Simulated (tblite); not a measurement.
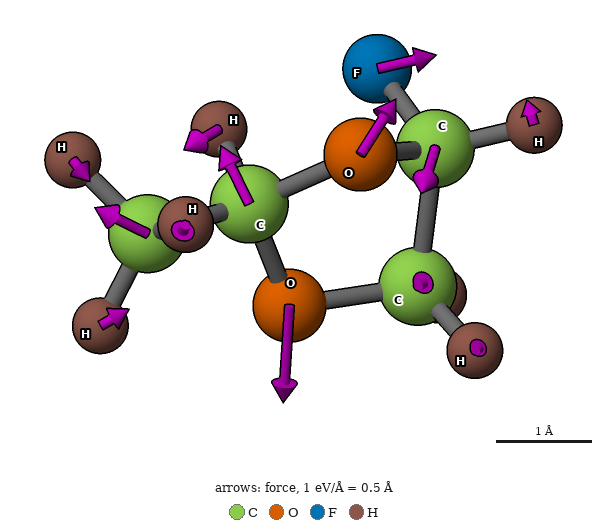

Starting geometry of C4H7FO2 with the computed forces as purple arrows. The picture is a ball-and-stick view, seen at a tilt.

Level of theory: GFN2-xTB geometry optimisation, gas phase (tblite). 

Is this structure relaxed? If not, where do the atoms go?

Answer. It isn't relaxed: the largest force vector, on an O atom, is 2.26 eV/Å. The final displacements follow the starting forces only in part (cosine between the two patterns 0.30). After 71 geometry steps the energy has fallen by 17.1 kcal/mol. The largest move after the best rigid fit is that of an H atom, 0.64 Å. Largest moves by element: H 0.64 Å, F 0.62 Å, O 0.56 Å, C 0.17 Å. Among the contacts that change: C–O 1.411 → 1.367 Å, C–O 1.370 → 1.405 Å, C–H 1.111 → 1.085 Å, C–H 1.129 → 1.108 Å. Among the angles between lasting bonds that change: C–O–C 98.2° → 106.7°, F–C–H 113.9° → 105.7°, C–C–O 98.2° → 105.4°. Groups turn about C–C by about 50°, C–C by about 40°, C–O by about 30°. The run took 0.54 s on 1 thread of Arm Neoverse N1, on a shared host.
